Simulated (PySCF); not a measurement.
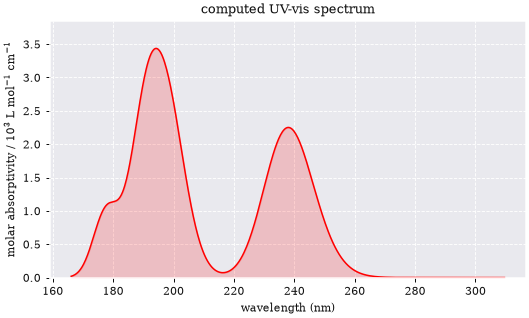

Vertical TDDFT excitations, PBE0/def2-SVPD, PySCF, at a GFN2-xTB geometry (no frequency check), gas phase. Only the first 6 singlet excitations are included; each is broadened by a Gaussian of 1/e half-width 0.25 eV.

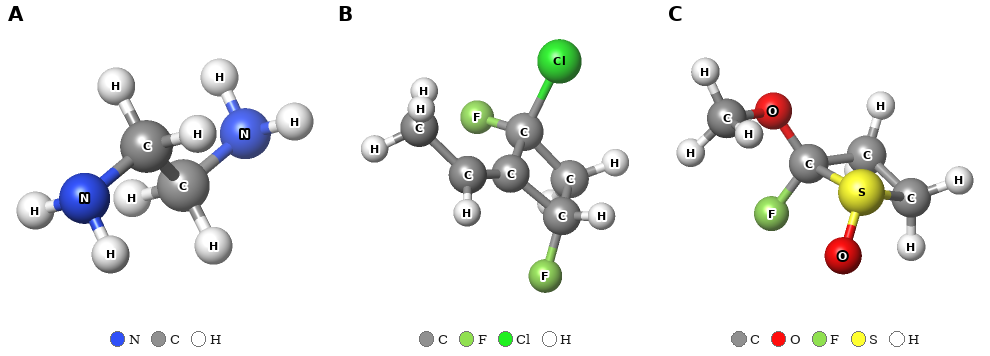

Whose absorption spectrum is this? Choose among the lettered structures.

Structure C, C₄H₇FO₂S, SMILES CO[C@@]1(F)CC[S@@]1=O. Its lowest singlet lies at 5.20 eV (f = 0.034) and the brightest of those computed is S5 at 6.50 eV (191 nm), f = 0.036, mainly HOMO−1 → LUMO (54 %).

Note: states above the negative HOMO energy depend on the basis; the tight-binding geometry is rougher than a DFT one and adds to the error; one conformer of a flexible molecule; core orbitals are frozen in the response.
